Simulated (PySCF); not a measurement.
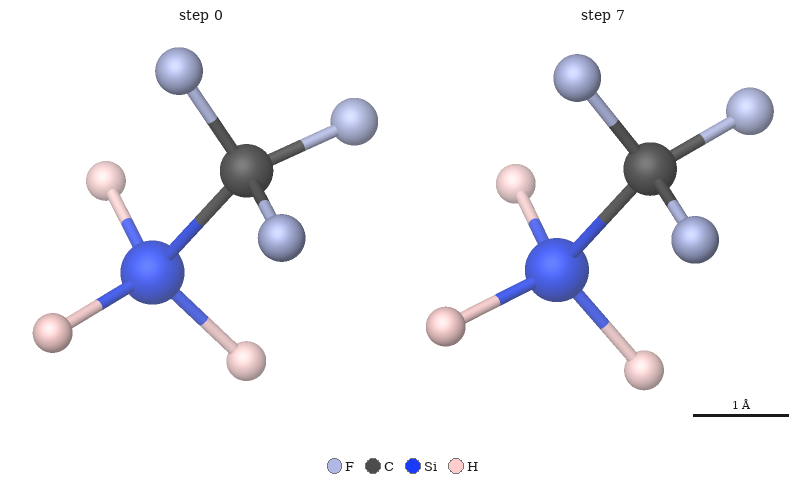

The structure of H₃SiCF₃ before (left) and after (right) a relaxation, at one scale.

Style: ball-and-stick. Shown from a free direction.

The start comes from GFN2-xTB.

These are results of PBE0-D3(BJ)/def2-SVP geometry optimisation, gas phase in PySCF, not measurements. 

What changed between the two?

Answer. The largest moves after the best rigid fit, 0.13 Å, are those of F atoms. By element the largest moves are F 0.13 Å, H 0.13 Å, Si 0.05 Å, C 0.04 Å. Some distances before and after: H–Si 1.458 → 1.488 Å, C–Si 1.949 → 1.933 Å, C–F 1.349 → 1.342 Å. Bond angles that change, for instance: C–Si–H 104.4° → 107.7°, C–Si–H 104.5° → 107.5°, H–Si–H 113.9° → 111.2°. After 7 geometry steps the energy has fallen by 0.071 eV. Largest force component: 1.3 eV/Å at the start, 0.019 eV/Å at the end. The forces were under the threshold at step 3, but the run went on from there. The run took about 18 core-seconds on a shared host.
